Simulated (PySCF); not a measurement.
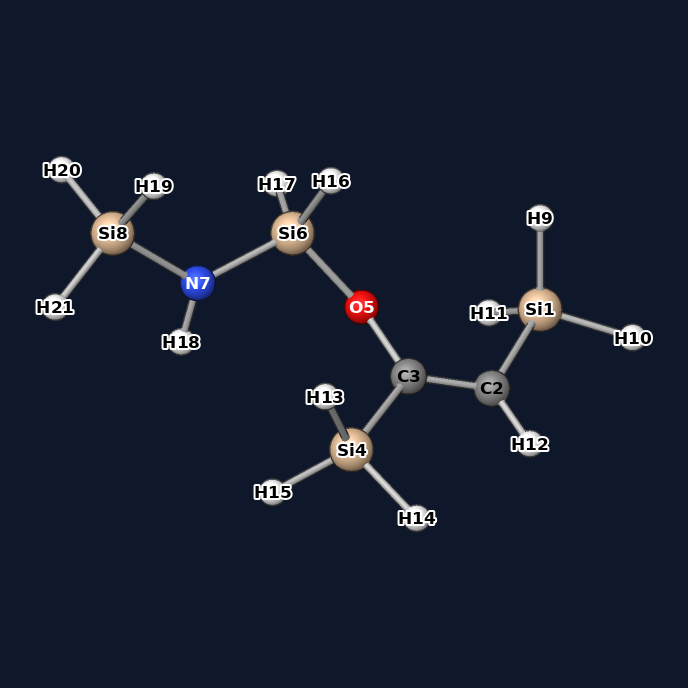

The questions are on isotropic NMR shieldings of the C atoms. The geometry was computed by an optimisation with GFN2-xTB. No frequency run is at hand to confirm it as a minimum. Level of theory: GIAO PBE0/pcSseg-1 NMR shielding, non-relativistic, gas phase (PySCF 2.14.0).

List the isotropic NMR shieldings of the C atoms.

| atom | σ (ppm) |
| --- | --- |
| C2 | 59.6 |
| C3 | 12.7 |

The geometry is semi-empirical. Around Si such bond lengths and angles can be off by a tenth of an ångström or more and by several degrees, and values that hang on the shape move with them.
